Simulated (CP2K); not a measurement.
**C2H5FOSi (SMILES FC1CO[SiH2]1) at GFN1-xTB**

What is the vertical singlet–triplet gap of C2H5FOSi at GFN1-xTB? 

The calculation is run with CP2K 2026.2.

5 further runs of the same task are left out: 1 that didn't finish, 4 set aside as unsound or not needed.

**1. The system as given**

C2H5FOSi has 10 atoms, charge 0, and is taken as a singlet. As SMILES, `FC1CO[SiH2]1`. The shape is that of a PBE0-D4/def2-TZVP optimisation.

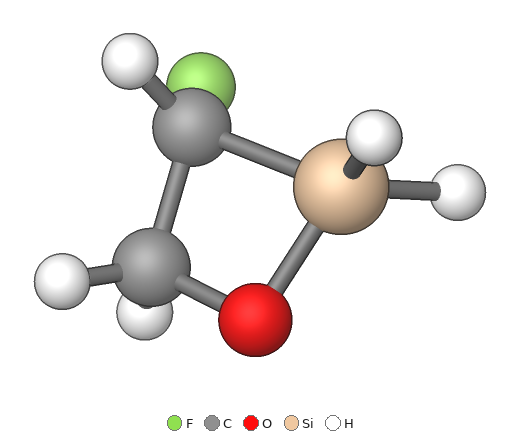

The structure, seen from a chosen angle (fluorine green, carbon grey, oxygen red, silicon light orange, hydrogen white).

**2. The energy at GFN1-xTB**

molecule.inp reads:

```
&GLOBAL
   PROJECT molecule
   RUN_TYPE ENERGY
   PRINT_LEVEL MEDIUM
&END

&FORCE_EVAL
   METHOD QS
   &DFT
      &QS
         METHOD XTB
         EPS_DEFAULT 1.0E-10
         &XTB
            GFN_TYPE 1
            CHECK_ATOMIC_CHARGES F
         &END
      &END
      &POISSON
         PERIODIC NONE
         POISSON_SOLVER ANALYTIC
      &END
      &SCF
         SCF_GUESS ATOMIC
         EPS_SCF 1.0E-06
         MAX_SCF 30
         &OT
            MINIMIZER DIIS
            PRECONDITIONER FULL_SINGLE_INVERSE
         &END
         &OUTER_SCF
            EPS_SCF 1.0E-06
            MAX_SCF 10
         &END
      &END
      &PRINT
         &MOMENTS
            PERIODIC F
            REFERENCE COM
            MAX_MOMENT 1
         &END
         &MO_CUBES
            NLUMO 1
            NHOMO -1
            WRITE_CUBE F
         &END
         &HIRSHFELD OFF
         &END
      &END
   &END
   &SUBSYS
      &CELL
         ABC 11.3 12 10.7
         PERIODIC NONE
      &END
      &COORD
         UNIT bohr
         F     -3.4400574    -0.6194522    -1.5323789
         C     -1.6555891    -0.1570362     0.3153953
         C      0.5493434    -2.0594235     0.2896950
         O      2.7021194    -0.4089367    -0.0224877
         Si     0.9643272     2.1960507    -0.3907954
         H     -2.6276642    -0.0449755     2.1312331
         H      0.3728430    -3.3512403    -1.3143045
         H      0.7574022    -3.1465830     2.0333453
         H      1.5510872     4.2116326     1.4747423
         H      0.9830355     3.2830212    -2.9787753
      &END
      &TOPOLOGY
         &CENTER_COORDINATES
         &END
      &END
   &END
&END
```

Command:

```console
$ OMP_NUM_THREADS=1 cp2k.psmp molecule.inp > molecule.out
```

Log (excerpt; [...] marks lines left out):

```text
CP2K| version string:                                       CP2K version 2026.2
[...]
 GLOBAL| Method name                                                        CP2K
[...]
 GLOBAL| Run type                                                         ENERGY
[...]
                             - Atoms:                                         10
[...]
                             - Spherical basis functions:                     35
[...]
 Number of electrons:                                                         30
[...]
     1 OT DIIS     0.80E-01    0.0     0.11344665       -18.4768245622 -1.85E+01
[...]
    16 OT DIIS     0.80E-01    0.0     0.00000093       -18.6549029968 -8.43E-11
  *** SCF run converged in    16 steps ***
[...]
 TB_DIPOLE| Moment [Debye]         -0.01391868       0.67078189       1.26993829
 TB_DIPOLE| Derivative [a.u.]       0.00000000       0.00000000       0.00000000
[...]
 ENERGY| Total FORCE_EVAL ( QS ) energy [hartree]            -18.654902996847692
[...]
```

It took 0.34 s on 1 thread of Arm Neoverse V2, shared host.

**3. The triplet, same level**

qs.inp reads:

```
&FORCE_EVAL
 METHOD QS
 &DFT
  CHARGE 0
  MULTIPLICITY 3
  UKS T
  &QS
   METHOD XTB
   EPS_DEFAULT 1.0E-10
   &XTB
    GFN_TYPE 1
    CHECK_ATOMIC_CHARGES F
   &END XTB
  &END QS
  &POISSON
   PERIODIC NONE
   POISSON_SOLVER ANALYTIC
  &END POISSON
  &SCF
   SCF_GUESS ATOMIC
   EPS_SCF 1.0E-06
   MAX_SCF 30
   &OT ON
    MINIMIZER DIIS
    PRECONDITIONER FULL_SINGLE_INVERSE
   &END OT
   &OUTER_SCF
    EPS_SCF 1.0E-06
    MAX_SCF 10
   &END OUTER_SCF
  &END SCF
  &PRINT
   &MOMENTS
    PERIODIC F
    REFERENCE COM
    MAX_MOMENT 1
   &END MOMENTS
   &MO_CUBES
    NLUMO 1
    NHOMO -1
    WRITE_CUBE F
   &END MO_CUBES
   &HIRSHFELD OFF
   &END HIRSHFELD
  &END PRINT
 &END DFT
 &SUBSYS
  &CELL
   ABC [angstrom] 11.3 12 10.7
   PERIODIC NONE
  &END CELL
  &COORD
   UNIT bohr
   F     -3.4400574    -0.6194522    -1.5323789
   C     -1.6555891    -0.1570362     0.3153953
   C      0.5493434    -2.0594235     0.2896950
   O      2.7021194    -0.4089367    -0.0224877
   Si     0.9643272     2.1960507    -0.3907954
   H     -2.6276642    -0.0449755     2.1312331
   H      0.3728430    -3.3512403    -1.3143045
   H      0.7574022    -3.1465830     2.0333453
   H      1.5510872     4.2116326     1.4747423
   H      0.9830355     3.2830212    -2.9787753
  &END COORD
  &TOPOLOGY
   &CENTER_COORDINATES
   &END CENTER_COORDINATES
  &END TOPOLOGY
 &END SUBSYS
&END FORCE_EVAL

&GLOBAL
 PROJECT_NAME qs
 RUN_TYPE ENERGY
 PRINT_LEVEL MEDIUM
&END GLOBAL
```

Command:

```console
$ OMP_NUM_THREADS=1 cp2k.psmp -i qs.inp > qs.out 2>&1
```

Log (excerpt; [...] marks lines left out):

```text
CP2K| version string:                                       CP2K version 2026.2
[...]
 GLOBAL| Method name                                                        CP2K
[...]
 GLOBAL| Run type                                                         ENERGY
[...]
                             - Atoms:                                         10
[...]
                             - Spherical basis functions:                     35
[...]
 Number of electrons:                                                         16
[...]
     1 OT DIIS     0.80E-01    0.0     0.06186445       -18.2141788142 -1.82E+01
[...]
    12 OT DIIS     0.80E-01    0.0     0.00000075       -18.4214981423 -4.43E-10
  *** SCF run converged in    12 steps ***
[...]
 TB_DIPOLE| Moment [Debye]         -1.71879054      -0.76516669       1.13856942
 TB_DIPOLE| Derivative [a.u.]       0.00000000       0.00000000       0.00000000
[...]
 ENERGY| Total FORCE_EVAL ( QS ) energy [hartree]            -18.421498142319809
[...]
```

Wall time 0.7 s (1 thread of Arm Neoverse V2, shared host).

**4. What came out**

At GFN1-xTB:

| quantity | value |
| --- | --- |
| singlet: total energy | -18.65490 Eh |
| singlet: dipole moment (from atomic charges alone) | 1.44 D |
| singlet: HOMO energy | -11.64 eV |
| singlet: dispersion energy | -7.73 kJ/mol |
| triplet: total energy | -18.42150 Eh |
| triplet: dipole moment (from atomic charges alone) | 2.20 D |
| triplet: HOMO energy (highest over α and β) | -5.35 eV |
| triplet: dispersion energy | -7.73 kJ/mol |
| vertical energy of the triplet above the singlet | 6.351 eV |

In words: The method runs without spin polarisation, so open shells lack the exchange term that lowers high spin: such gaps come out too high and can have the wrong sign. At this shape the triplet lies 6.35 eV (613 kJ/mol) above the singlet. The dipole (singlet) comes from point charges on the atoms alone, without atomic dipoles, so it is partial. The dipole (triplet) comes from point charges on the atoms alone, without atomic dipoles, so it is partial.
